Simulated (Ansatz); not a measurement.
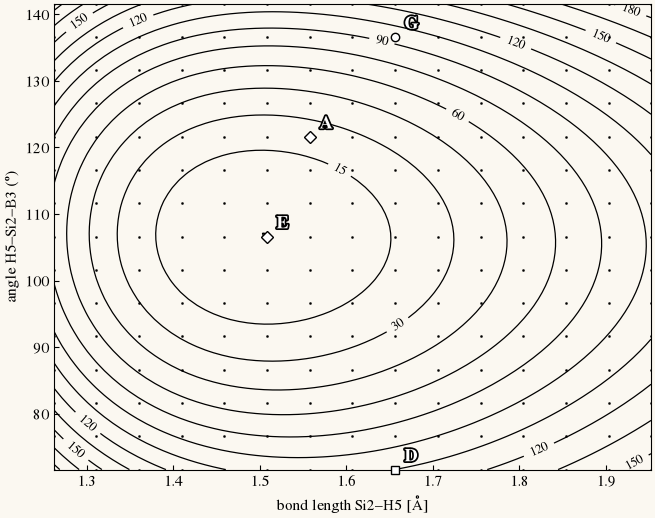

BClHOSi, SMILES [O-][SiH]=BCl, charge −1. The first coordinate is: bond length Si2–H5; the second: angle H5–Si2–B3. Nothing is relaxed (all other coordinates rigid). The grid has 15 × 15 points. Points are written as (first, second). All energies are given in kJ/mol relative to the lowest grid point. Method: Ansatz, RHF/def2-SVPD.

The picture shows contour lines labelled in kJ/mol, dots at the grid points, lettered points. Between grid points the surface is interpolated.

> Is E the lowest point of the computed grid?

Yes. E, at (1.508 Å, 106.6°), has the lowest energy of the grid.

> What kind of point is each of A, E, G: minimum, saddle, maximum or slope?

A: on a slope; E: minimum; G: on a slope. (In these two coordinates alone; a stationary point may lie a little off the grid point.)

> Rank the lettered points by energy, lowest first.

E (0 kJ/mol), A (22 kJ/mol), G (96 kJ/mol), D (105 kJ/mol).
